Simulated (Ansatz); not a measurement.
# How fast states decay through Rb2AlCuCl6

Wanted: the relaxed cell of Rb2AlCuCl6, its band edges and its decay constants. It is built by putting Cu for Na, Cl for F in the Rb2NaAlF6 structure of space group Fm-3m, with the volume rescaled by atomic radii. The parent structure comes from the Materials Project.

Main program and level: Ansatz 0.2.0; r2SCAN DFT, plane waves, PAW files, in the first sound run; inputs show where later runs differ.

The structure was built from a prototype and need not be the compound's stable phase.

### 1. The structure

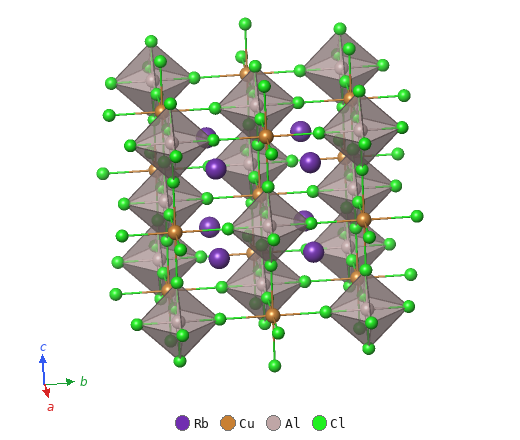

Start, viewed slightly off an axis; rubidium purple, copper orange, aluminium light grey, chlorine green. This picture shows the conventional cell, with its axes. Some periodic images of atoms are drawn too.

Coordinates:

```cif
data_structure
_symmetry_space_group_name_H-M 'Fm-3m'
_symmetry_Int_Tables_number 225
_cell_length_a 9.1985
_cell_length_b 9.1985
_cell_length_c 9.1985
_cell_angle_alpha 90.000
_cell_angle_beta 90.000
_cell_angle_gamma 90.000
_cell_volume 778.32
loop_
_atom_site_label
_atom_site_type_symbol
_atom_site_symmetry_multiplicity
_atom_site_Wyckoff_symbol
_atom_site_fract_x
_atom_site_fract_y
_atom_site_fract_z
_atom_site_occupancy
Rb1 Rb 8 c 0.25000 0.25000 0.75000 1
Cu1 Cu 4 b 0.50000 0.00000 0.00000 1
Al1 Al 4 a 0.00000 0.00000 0.00000 1
Cl1 Cl 24 e 0.21890 0.00000 0.00000 1
```

### 2. Relaxing the new crystal

The substituted atoms don't fit the parent's cell, so cell and atoms relax together. A small smearing keeps the run stable in case the gap closes on the way.

The input, input.yaml:

```yaml
crystal:
  lattice:
    - [0.0, 4.5992709762, 4.5992709762]
    - [4.5992709762, 0.0, 4.5992709762]
    - [4.5992709762, 4.5992709762, 0.0]
  atoms:
    - { symbol: Rb, position: [0.75, 0.75, 0.75] }
    - { symbol: Rb, position: [0.25, 0.25, 0.25] }
    - { symbol: Cu, position: [0.5, 0.5, 0.5] }
    - { symbol: Al, position: [0.0, 0.0, 0.0] }
    - { symbol: Cl, position: [0.781097, 0.218903, 0.218903] }
    - { symbol: Cl, position: [0.218903, 0.218903, 0.781097] }
    - { symbol: Cl, position: [0.218903, 0.781097, 0.781097] }
    - { symbol: Cl, position: [0.218903, 0.781097, 0.218903] }
    - { symbol: Cl, position: [0.781097, 0.218903, 0.781097] }
    - { symbol: Cl, position: [0.781097, 0.781097, 0.218903] }
kpoints:
  mp_grid: { grid: [4, 4, 4] }
scf:
  occupations: { method: gaussian, width: 0.03 }
hamiltonian:
  xc: r2scan
output:
  forces: true
  stress: true
relax:
  f_tol: 0.02
  max_steps: 60
  cell: {}
```

Launch:

```console
$ ansatz run input.yaml --threads 2 --pin off --max-ram 4096MiB --backend cpu --events-out ev --progress --plain --runs-dir out
```

Numbers of over 12 decimals in the logs are rounded to 6 here.

Output:

```text
Engine: ansatz 0.2.0, x86_64-unknown-linux-gnu
Pseudopotentials: kind: paw
Pseudopotential: Rb, paw, valence charge 9, recommended cutoff 500 eV (meta_gga), Rb.paw.azcp
Pseudopotential: Cu, paw, valence charge 19, recommended cutoff 500 eV (meta_gga), Cu.paw.azcp
Pseudopotential: Al, paw, valence charge 3, recommended cutoff 500 eV (meta_gga), Al.paw.azcp
Pseudopotential: Cl, paw, valence charge 7, recommended cutoff 500 eV (meta_gga), Cl.paw.azcp
Functional definition: r2SCAN
  parameter k0 = 0.174
  parameter k1 = 0.065
  parameter a1 = 4.9479
  exchange = r2scan_x(k0 = k0, k1 = k1, a1 = a1)
  correlation = r2scan_c
Crystal: 10 atoms, lattice volume = 194.579 Å³
Basis set: ecut = 500 eV, 4957 PW (Γ), exchange–correlation on 192×192×192 points (64 copies of the dense FFT grid, shifted against one another)
Bands: 51, of which v1, the nominal top of the filled ones, is band 41 counted from 1 (40 counted from 0)
Symmetry: 48 space group operations
Space group: Fm-3m (ITA 225), of the structure as read, at distance tolerance 5.8e-5 Å
k-points: 8 of 64
Non-local potential: Rb, projectors of the file, l = 0: 3, l = 1: 2, l = 2: 2
Non-local potential: Cu, projectors of the file, l = 0: 3, l = 1: 2, l = 2: 3, l = 3: 1
Non-local potential: Al, projectors of the file, l = 0: 2, l = 1: 2, l = 2: 1
Non-local potential: Cl, projectors of the file, l = 0: 2, l = 1: 2, l = 2: 2
PAW form: soft (Blöchl's): semilocal exchange-correlation on the pseudo side does not see the compensation charge
PAW frozen core: Rb, regenerated for the run's functional (the file was generated under x = pbe(κ = 0.804, μ = 0.219515), c = pbe(β = 0.066725))
PAW frozen core: Cu, regenerated for the run's functional (the file was generated under x = pbe(κ = 0.804, μ = 0.219515), c = pbe(β = 0.066725))
PAW frozen core: Al, regenerated for the run's functional (the file was generated under x = pbe(κ = 0.804, μ = 0.219515), c = pbe(β = 0.066725))
PAW frozen core: Cl, regenerated for the run's functional (the file was generated under x = pbe(κ = 0.804, μ = 0.219515), c = pbe(β = 0.066725))
PAW one-centre angular grid: Rb, 302 points (default); XC on 160 Gauss nodes
PAW one-centre angular grid: Cu, 590 points (default); XC on 160 Gauss nodes
PAW one-centre angular grid: Al, 302 points (default); XC on 160 Gauss nodes
PAW one-centre angular grid: Cl, 302 points (default); XC on 160 Gauss nodes
Initial density: superposition of atomic densities (neutral atoms: chi_scale 0, normalization atom), corrected by the library's trained network
Initial wavefunctions: pseudopotential atomic-orbital guess
Functional: x = r2scan, c = r2scan; τ floored in thin density (d = 2e-4 eV/Å³)
SCF iter   1: F=—  HF=-20240.452156 eV  |F-HF|=—  |Δ(HF+E_count)|=         —  Δρ=1.39e-2  dr2=2.20e-1  dr2_τ=1.18e-1  ethr=1.77e-3  ⟨swp⟩=8.6  Hψ=1999  notcnv=0  defer=6
preconditioner: auto → Resta (q_TF=auto, 2.362 Å⁻¹)  ε∞=3.8  [insulator: Δε(μ)=2.542 eV  Ē_g=13.394 eV  σ=0.030 eV  W_gap=1.00  n_scr=50 (ndim 8)  ℏωp=22.3 eV  f_vac=0.009  D(μ)=0.00/eV (n_scr^D=0)  ε∞_Penn≈3.8]
SCF iter   2: F=—  HF=-20240.669726 eV  |F-HF|=—  |Δ(HF+E_count)|=   2.18e-1  Δρ=6.62e-3  dr2=4.32e-2  dr2_τ=2.45e-3  ethr=2.68e-4  ⟨swp⟩=3.0  Hψ=893  notcnv=0  defer=25
SCF iter   3: F=—  HF=-20240.646834 eV  |F-HF|=—  |Δ(HF+E_count)|=   2.29e-2  Δρ=3.57e-3  dr2=1.37e-2  dr2_τ=2.82e-4  ethr=5.27e-5  ⟨swp⟩=2.6  Hψ=843  notcnv=0  defer=22
automatic band count: iteration 3 solves 50 bands in place of 51: the levels show a gap, and the empty bands left out lie too high to hold charge; the band table lists the bands solved (type scf.n_extra_bands for more)
SCF iter   4: F=—  HF=-20240.643195 eV  |F-HF|=—  |Δ(HF+E_count)|=   3.64e-3  Δρ=6.39e-4  dr2=4.61e-4  dr2_τ=9.71e-5  ethr=1.67e-5  ⟨swp⟩=2.2  Hψ=525  notcnv=0  defer=14
automatic band count: iteration 4 solves 49 bands in place of 50: the levels show a gap, and the empty bands left out lie too high to hold charge; the band table lists the bands solved (type scf.n_extra_bands for more)
SCF iter   5: F=—  HF=-20240.643353 eV  |F-HF|=—  |Δ(HF+E_count)|=   1.58e-4  Δρ=2.47e-4  dr2=8.09e-5  dr2_τ=4.08e-6  ethr=5.63e-7  ⟨swp⟩=2.0  Hψ=543  notcnv=0  defer=14
SCF iter   6: F=—  HF=-20240.643195 eV  |F-HF|=—  |Δ(HF+E_count)|=   1.58e-4  Δρ=6.16e-5  dr2=7.32e-6  dr2_τ=5.83e-7  ethr=9.87e-8  ⟨swp⟩=2.6  Hψ=649  notcnv=0  defer=14
SCF iter   7: F=—  HF=-20240.643196 eV  |F-HF|=—  |Δ(HF+E_count)|=   6.26e-7  Δρ=2.36e-5  dr2=7.01e-7  dr2_τ=2.90e-8  ethr=8.92e-9  ⟨swp⟩=2.0  Hψ=601  notcnv=0  defer=14
SCF iter   8: F=-20240.643196 eV  HF=-20240.643196 eV  |F-HF|=5.89e-10  |Δ(HF+E_count)|=   3.75e-7  Δρ=3.51e-6  dr2=1.89e-8  dr2_τ=1.18e-9  ethr=1.22e-10  ⟨swp⟩=5.0  Hψ=1441  notcnv=0
SCF 1 converged in 8 iterations: F = -20240.643196 eV  dr2 = 1.89e-8
  greatest PAW one-centre occupation: 1.001 electrons in one spin orbital (limit 2), on the Cu atom at site 2 (counted from 0), in its partial waves of l = 1
relax step   1: F+E_penalty+E_count = -20240.64319636 eV  Δ(F+E_penalty+E_count) = +0.000e0 eV  max|allowed force component| = 6.527e0 eV/Å  Δτ_max = 0.0000 Å  P = +23.916 GPa  Ω = 194.579 Å³  (8 SCF iters, dr2 threshold 1.00e-7 eV, accepted)
Crystal: 10 atoms, lattice volume = 224.032 Å³
Basis set: ecut = 500 eV, 5769 PW (Γ), exchange–correlation on 192×192×192 points (64 copies of the dense FFT grid, shifted against one another)
Initial density: handed on by an earlier stage of this run
Initial wavefunctions: those handed on with the density
iter 1 solved again at ethr=6.80e-4 eV; its pass at ethr=3.10e-3 eV (dr2=5.57e-1 eV) is discarded
SCF iter   1: F=—  HF=-20243.839874 eV  |F-HF|=—  |Δ(HF+E_count)|=         —  Δρ=1.60e-2  dr2=5.66e-1  dr2_τ=3.12e0  ethr=6.80e-4  ⟨swp⟩=1.2  Hψ=2092  notcnv=0
automatic band count: iteration 1 solves 47 bands in place of 51: the levels show a gap, and the empty bands left out lie too high to hold charge; the band table lists the bands solved (type scf.n_extra_bands for more)
preconditioner: auto → Resta (q_TF=auto, 2.308 Å⁻¹)  ε∞=3.9  [insulator: Δε(μ)=0.987 eV  Ē_g=12.134 eV  σ=0.030 eV  W_gap=1.00  n_scr=58 (ndim 8)  ℏωp=20.8 eV  f_vac=0.023  D(μ)=0.00/eV (n_scr^D=0)  ε∞_Penn≈3.9]
SCF iter   2: F=—  HF=-20245.993108 eV  |F-HF|=—  |Δ(HF+E_count)|=    2.15e0  Δρ=9.33e-3  dr2=1.19e-1  dr2_τ=5.05e-3  ethr=6.80e-4  ⟨swp⟩=4.1  Hψ=769  notcnv=0
SCF iter   3: F=—  HF=-20245.969911 eV  |F-HF|=—  |Δ(HF+E_count)|=   2.32e-2  Δρ=6.52e-3  dr2=8.38e-2  dr2_τ=7.27e-4  ethr=1.45e-4  ⟨swp⟩=3.1  Hψ=851  notcnv=0  defer=10
[...]
preconditioner: auto → Resta (q_TF=auto, 2.297 Å⁻¹)  ε∞=3.8  [insulator: Δε(μ)=1.258 eV  Ē_g=12.184 eV  σ=0.030 eV  W_gap=1.00  n_scr=58 (ndim 8)  ℏωp=20.5 eV  f_vac=0.020  D(μ)=0.00/eV (n_scr^D=0)  ε∞_Penn≈3.8]
SCF iter   2: F=—  HF=-20246.060816 eV  |F-HF|=—  |Δ(HF+E_count)|=   4.17e-2  Δρ=1.15e-3  dr2=1.81e-3  dr2_τ=5.96e-5  ethr=9.46e-6  ⟨swp⟩=3.4  Hψ=778  notcnv=0
SCF iter   3: F=—  HF=-20246.060426 eV  |F-HF|=—  |Δ(HF+E_count)|=   3.90e-4  Δρ=6.02e-4  dr2=9.24e-4  dr2_τ=7.51e-6  ethr=2.21e-6  ⟨swp⟩=2.2  Hψ=712  notcnv=0
SCF iter   4: F=—  HF=-20246.060141 eV  |F-HF|=—  |Δ(HF+E_count)|=   2.85e-4  Δρ=2.21e-4  dr2=1.44e-4  dr2_τ=4.38e-6  ethr=1.13e-6  ⟨swp⟩=2.0  Hψ=480  notcnv=0
SCF iter   5: F=—  HF=-20246.060138 eV  |F-HF|=—  |Δ(HF+E_count)|=   2.39e-6  Δρ=1.05e-4  dr2=2.28e-5  dr2_τ=7.12e-7  ethr=1.76e-7  ⟨swp⟩=2.0  Hψ=598  notcnv=0
SCF iter   6: F=—  HF=-20246.060141 eV  |F-HF|=—  |Δ(HF+E_count)|=   2.93e-6  Δρ=1.72e-5  dr2=1.12e-6  dr2_τ=4.89e-8  ethr=2.78e-8  ⟨swp⟩=2.0  Hψ=598  notcnv=0
SCF iter   7: F=-20246.060142 eV  HF=-20246.060142 eV  |F-HF|=1.74e-8  |Δ(HF+E_count)|=   2.81e-7  Δρ=3.85e-6  dr2=4.38e-8  dr2_τ=1.48e-9  ethr=1.22e-9  ⟨swp⟩=4.0  Hψ=1360  notcnv=0
SCF 3 converged in 7 iterations: F = -20246.060142 eV  dr2 = 4.38e-8
relax step   3: F+E_penalty+E_count = -20246.06014164 eV  Δ(F+E_penalty+E_count) = -1.051e-1 eV  max|allowed force component| = 2.380e-1 eV/Å  Δτ_max = 0.0113 Å  P = +1.148 GPa  Ω = 230.368 Å³  energy of the carried Pulay correction = -6.892e-3 eV  (7 SCF iters, dr2 threshold 1.00e-6 eV, accepted)
[...]
relax step   4: F+E_penalty+E_count = -20246.08387117 eV  Δ(F+E_penalty+E_count) = -2.373e-2 eV  max|allowed force component| = 2.961e-2 eV/Å  Δτ_max = 0.0094 Å  P = +0.099 GPa  Ω = 234.709 Å³  energy of the carried Pulay correction = -7.651e-3 eV  (6 SCF iters, dr2 threshold 1.00e-6 eV, accepted)
[...]
relax step   5: F+E_penalty+E_count = -20246.08409394 eV  Δ(F+E_penalty+E_count) = -2.228e-4 eV  max|allowed force component| = 4.515e-4 eV/Å  Δτ_max = 0.0019 Å  P = +0.001 GPa  Ω = 235.056 Å³  energy of the carried Pulay correction = -7.711e-3 eV  (6 SCF iters, dr2 threshold 5.48e-8 eV, accepted)
Basis set: ecut = 500 eV, 5961 PW (Γ), exchange–correlation on 216×216×216 points (64 copies of the dense FFT grid, shifted against one another)
Initial wavefunctions: pseudopotential atomic-orbital guess (no wavefunctions were taken with the density)
iter 1 solved again at ethr=5.48e-7 eV; its pass at ethr=3.10e-3 eV (dr2=4.49e-4 eV) is discarded
SCF iter   1: F=—  HF=-20246.093235 eV  |F-HF|=—  |Δ(HF+E_count)|=         —  Δρ=3.17e-4  dr2=3.39e-5  dr2_τ=1.26e-4  ethr=5.48e-7  ⟨swp⟩=4.2  Hψ=3286  notcnv=0
preconditioner: auto → Resta (q_TF=auto, 2.289 Å⁻¹)  ε∞=3.5  [insulator: Δε(μ)=1.204 eV  Ē_g=12.721 eV  σ=0.030 eV  W_gap=1.00  n_scr=58 (ndim 8)  ℏωp=20.3 eV  f_vac=0.021  D(μ)=0.00/eV (n_scr^D=0)  ε∞_Penn≈3.5]
SCF iter   2: F=—  HF=-20246.093620 eV  |F-HF|=—  |Δ(HF+E_count)|=   3.85e-4  Δρ=2.95e-4  dr2=9.52e-5  dr2_τ=1.41e-5  ethr=4.14e-8  ⟨swp⟩=2.0  Hψ=744  notcnv=0
SCF iter   3: F=—  HF=-20246.093688 eV  |F-HF|=—  |Δ(HF+E_count)|=   6.82e-5  Δρ=1.61e-4  dr2=2.96e-5  dr2_τ=2.72e-6  ethr=4.14e-8  ⟨swp⟩=2.0  Hψ=734  notcnv=0
SCF iter   4: F=—  HF=-20246.093682 eV  |F-HF|=—  |Δ(HF+E_count)|=   6.23e-6  Δρ=1.34e-5  dr2=1.97e-7  dr2_τ=1.52e-8  ethr=3.62e-8  ⟨swp⟩=2.0  Hψ=734  notcnv=0
SCF iter   5: F=—  HF=-20246.093597 eV  |F-HF|=—  |Δ(HF+E_count)|=   8.54e-5  Δρ=4.31e-6  dr2=1.30e-8  dr2_τ=7.03e-9  ethr=2.40e-10  ⟨swp⟩=2.0  Hψ=734  notcnv=0
SCF iter   6: F=—  HF=-20246.093597 eV  |F-HF|=—  |Δ(HF+E_count)|=   3.27e-8  Δρ=5.67e-7  dr2=6.51e-10  dr2_τ=2.20e-10  ethr=1.59e-11  ⟨swp⟩=2.0  Hψ=638  notcnv=0
SCF iter   7: F=-20246.093597 eV  HF=-20246.093597 eV  |F-HF|=1.82e-11  |Δ(HF+E_count)|=  7.64e-11  Δρ=1.64e-7  dr2=6.63e-11  dr2_τ=3.18e-12  ethr=1.00e-12  ⟨swp⟩=5.0  Hψ=1508  notcnv=0
SCF 6 converged in 7 iterations: F = -20246.093597 eV  dr2 = 6.63e-11
relax step   6: F+E_penalty+E_count = -20246.09359655 eV  Δ(F+E_penalty+E_count) = -9.503e-3 eV  max|allowed force component| = 8.884e-4 eV/Å  Δτ_max = 0.0000 Å  P = +0.014 GPa  Ω = 235.056 Å³  stress off target by 1.40e-2 GPa  SCF on the basis re-selected at this cell (its energy is not comparable with the rows above)  (7 SCF iters)
basis re-selected at this cell: Δ(F+E_penalty+E_count) = -9.503e-3 eV, ΔP = +0.013 GPa vs the last step (what re-selecting the basis moved, of the pressure what is left beyond the Pulay correction that the steps carried, after the strain that the cell walked since its last selection, with what the two solves' SCF thresholds leave and, on support functions, any second-order correction that the steps lacked; it is no measure of the basis error at this ecutwfc). The dense FFT grid was sized anew with the basis: this SCF ran on 54×54×54 points, the steps before it on 48×48×48, so part of this shift can come from that change (see relax.cell in the input reference). [rest of the remark cut]
SCF converged after 7 iterations
Free energy (F): -20246.093597 eV
Harris-Foulkes:  -20246.093597 eV  (|F-HF|=1.82e-11)
Internal energy: -20246.093597 eV  (E = F + TS)
E sigma→0 (E₀):  -20246.093597 eV
Fermi energy:    5.757544 eV
--- Per-component energies (eV) ---
  E_band       = -794.701149
  E_kinetic    = 1682.265992
  E_local      = -9039.521701  (includes V_loc(G=0)·N_el)
  E_nonlocal   = 943.051705
  E_hartree    = 3699.794912
  E_xc         = -995.220537
  E_vxc        = -1264.945462  (∫ρ·V_xc dr)
  E_paw        = -11442.131609  (= ΣΔE_a)
  E_vpaw       = -582.884250  (= ΣTr[D̂ρ^β])
  E_aug_tail   = 0.000368  (compensation charges beyond the density's cutoff)
  E_vtau       = 67.742639  (kinetic-family band-sum trace: ∫τ·v_τ [+ j·A + Jᵃ·Aᵃ] dr)
  E_ewald      = -5092.859214
  E_core_change = -1.473512  (= ΣΔE_core)
  E_smearing   = -0.000000  (= −TS)
  E_closure    = 0.000000  (closes the sum)
  Σ components = -20246.093597   (vs F -20246.093597, Δ=0.00e0)
--- Forces (eV/Å), atoms counted from 1 ---
  atom   1  Rb     0.00000000     0.00000000    -0.00000000
  atom   2  Rb    -0.00000000    -0.00000000     0.00000000
  atom   3  Cu     0.00000000    -0.00000000     0.00000000
  atom   4  Al     0.00000000    -0.00000000    -0.00000000
  atom   5  Cl    -0.00088841     0.00000000     0.00000000
  atom   6  Cl     0.00000000     0.00000000    -0.00088841
  atom   7  Cl     0.00088841    -0.00000000    -0.00000000
  atom   8  Cl     0.00000000    -0.00088841     0.00000000
  atom   9  Cl    -0.00000000     0.00088841    -0.00000000
  atom  10  Cl    -0.00000000     0.00000000     0.00088841
  max |Σ_I F_I| component: 1.28e-17 eV/Å
--- Stress (GPa, compression-positive) ---
        0.014017      -0.000000      -0.000000
       -0.000000       0.014017      -0.000000
       -0.000000      -0.000000       0.014017
  P = ⅓ Tr σ = 0.0140 GPa (0.140 kbar)
--- Relaxed structure (5 steps of the walk, 5 accepted, 1 SCFs on fresh bases) ---
  F+E_penalty+E_count = -20246.09359655 eV   max|allowed force component| = 8.884e-4 eV/Å   (the final SCF, on the basis selected at the relaxed cell)
  cell:  # Å, volume = 235.0561 Å³
    - [0, 4.898320, 4.898320]
    - [4.898320, 0, 4.898320]
    - [4.898320, 4.898320, 0]
  atoms:
    - { symbol: Rb, position: [0.750000, 0.750000, 0.750000] }
    - { symbol: Rb, position: [0.25, 0.25, 0.25] }
    - { symbol: Cu, position: [0.5, 0.5, 0.5] }
    - { symbol: Al, position: [-3.394562174001501e-19, 3.3945621740015018e-19, 3.01738859911244e-19] }
    - { symbol: Cl, position: [0.759952, 0.240048, 0.240048] }
    - { symbol: Cl, position: [0.240048, 0.240048, 0.759952] }
    - { symbol: Cl, position: [0.240048, 0.759952, 0.759952] }
    - { symbol: Cl, position: [0.240048, 0.759952, 0.240048] }
    - { symbol: Cl, position: [0.759952, 0.240048, 0.759952] }
    - { symbol: Cl, position: [0.759952, 0.759952, 0.240048] }
```

Run time: 27 s. Hardware: 2 threads of Intel Xeon 6975P-C (Granite Rapids), shared host; peak memory 1.3 GiB.

Step by step:

| step | energy less that of the first step (eV) | largest force component (eV/Å) | pressure (GPa) | volume (Å³) |
| --- | --- | --- | --- | --- |
| 1 | 0.0000 | 6.5269 | 23.92 | 194.58 |
| 2 | -5.3119 | 0.5504 | 2.86 | 224.03 |
| 3 | -5.4169 | 0.2380 | 1.15 | 230.37 |
| 4 | -5.4407 | 0.0296 | 0.10 | 234.71 |
| 5 | -5.4409 | 0.0005 | 0.00 | 235.06 |
| 6* | -5.4504 | 0.0009 | 0.01 | 235.06 |

Relaxation steps marked * repeat the geometry before them on a plane-wave basis chosen anew for their cell, so energy and pressure can jump there.

The run keeps the 48 symmetry operations that it works with, so distortions that break them were not tested.

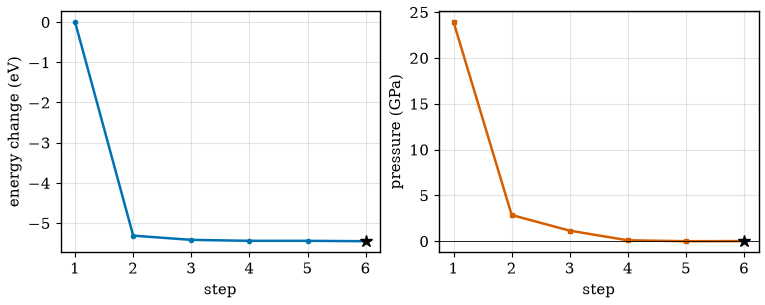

Energy and pressure along the relaxation. Stars mark steps on a basis chosen anew.

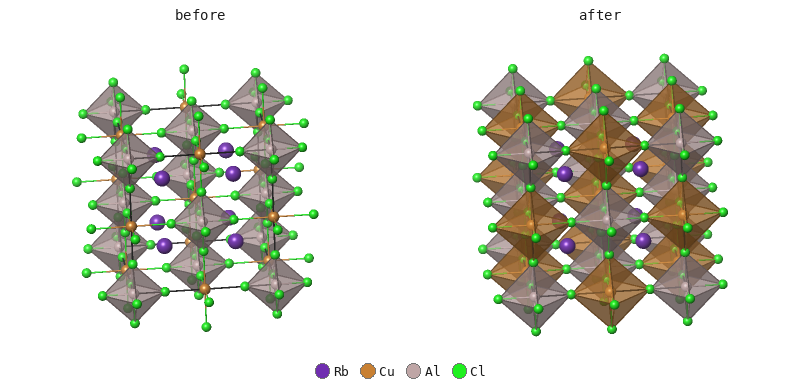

Before and after, at one scale.

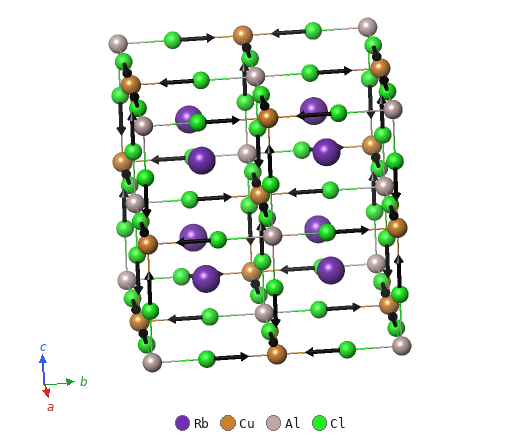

Displacements in the relaxation, exaggerated, measured against the changing cell; the longest in the cell stands for 0.21 Å. Some periodic images of atoms are drawn too.

| conventional cell, symmetrised | before | after | change |
| --- | --- | --- | --- |
| a (Å) | 9.199 | 9.797 | +6.5 % |
| b (Å) | 9.199 | 9.797 | +6.5 % |
| c (Å) | 9.199 | 9.797 | +6.5 % |
| volume (Å³/atom) | 19.46 | 23.51 | +20.8 % |

The atoms that moved most (Å, as changes of fractional coordinates times the final cell):

| atom | dx | dy | dz | length |
| --- | --- | --- | --- | --- |
| Cl5 | 0.207 | 0.000 | 0.000 | 0.207 |
| Cl6 | 0.000 | 0.000 | 0.207 | 0.207 |
| Cl8 | 0.000 | 0.207 | 0.000 | 0.207 |
| Cl9 | 0.000 | -0.207 | 0.000 | 0.207 |
| Cl10 | 0.000 | 0.000 | -0.207 | 0.207 |
| Cl7 | -0.207 | 0.000 | 0.000 | 0.207 |

This step gave:

- free energy: -20246.0936 eV
- Fermi energy: 5.758 eV
- pressure: 0.01402 GPa

The largest force component on a free atom ends at 8.9e-4 eV/Å.

[end of part 1 of 3]

[Logs are printed without paths, hosts, clocks, repeated set-up lines and the standing remarks that a program may print on its own settings, such as how far it seeks lower states.]

[Hosts, paths, dates, database ids (printed as entryN), source tags and the programs' standing remarks are cut or masked in the printed files.]
